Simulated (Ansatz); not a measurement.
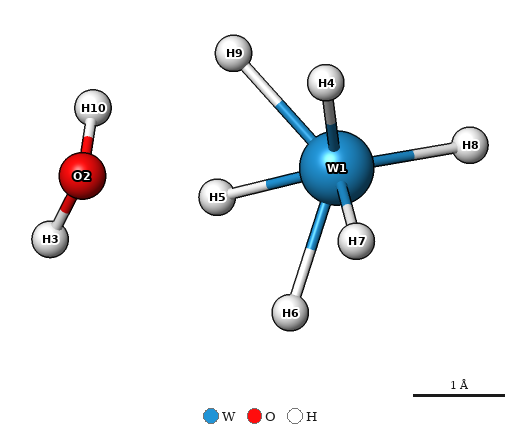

WH₈O, before the relaxation. The picture is a ball-and-stick view, seen from a free direction.

The run prepares an end point of a later path (reaction) calculation, from a guessed geometry.

All numbers below come from RKS PBE0/def2-mTZVP (Ansatz).

The input:
```yaml
crystal:
  periodic: [false, false, false]
  atoms:
    - { symbol: W, position_ang: [0.170752, 0.143099, -0.530642] }
    - { symbol: O, position_ang: [0.246119, 0.109609, 2.594507] }
    - { symbol: H, position_ang: [-0.648331, 0.450121, 2.721024] }
    - { symbol: H, position_ang: [1.533475, -0.60233, 0.11051] }
    - { symbol: H, position_ang: [-0.647977, 1.378515, 0.275203] }
    - { symbol: H, position_ang: [-1.359456, -0.285933, 0.023963] }
    - { symbol: H, position_ang: [-0.022497, -1.465462, -0.086039] }
    - { symbol: H, position_ang: [0.258102, 0.38666, -2.25006] }
    - { symbol: H, position_ang: [1.170313, 1.170863, 0.406101] }
    - { symbol: H, position_ang: [0.728599, 0.869658, 2.194532] }
basis:
  gaussian: { orbitals: def2-mTZVP }
hamiltonian:
  xc: pbe0
relax:
  f_tol: 0.03
  max_steps: 50
```

Command:
```bash
ansatz run input.yaml --threads 1 --pin off --max-ram 2048MiB --backend cpu --events-out ev --progress --plain --runs-dir out
```

Question: What does the optimiser find from here?

Answer: O2 moves most after the best rigid fit: 0.50 Å. Largest moves by element: O 0.50 Å, H 0.38 Å, W 0.13 Å. Near-neighbour distances that change, for instance: W1–O2 3.126 → 2.516 Å, W1–H3 3.367 → 2.890 Å, W1–H9 1.713 → 1.692 Å, O2–H10 0.985 → 0.964 Å. New bonds form, among them: W1–O2 (3.13 → 2.52 Å). Among the angles between lasting bonds that change: H6–W1–H9 120.2° → 124.2°, H8–W1–H9 115.3° → 111.9°, H4–W1–H6 119.9° → 122.5°. The energy falls by 6.44 kcal/mol in 6 geometry steps. Largest force component: 0.7 eV/Å at the start, 0.0077 eV/Å at the end.

The structure at the end:

```xyz
10

W     0.1659    0.1707   -0.3989
O     0.1643    0.0077    2.1119
H    -0.6984    0.3653    2.3516
H     1.5824   -0.5090    0.2095
H    -0.6231    1.4877    0.3106
H    -1.3608   -0.2097    0.2155
H     0.0179   -1.4136    0.1471
H     0.1689    0.2665   -2.1546
H     1.2156    1.3006    0.2962
H     0.7963    0.6886    2.3703
```

The end point in the same view:

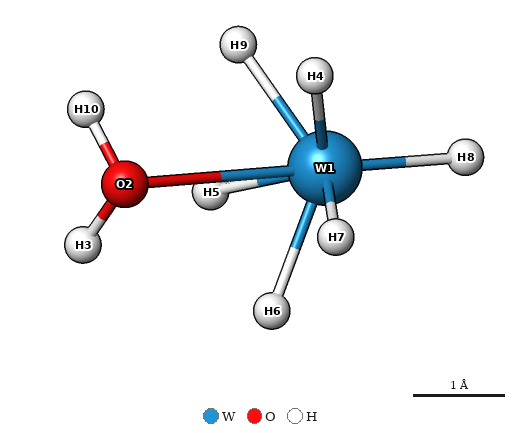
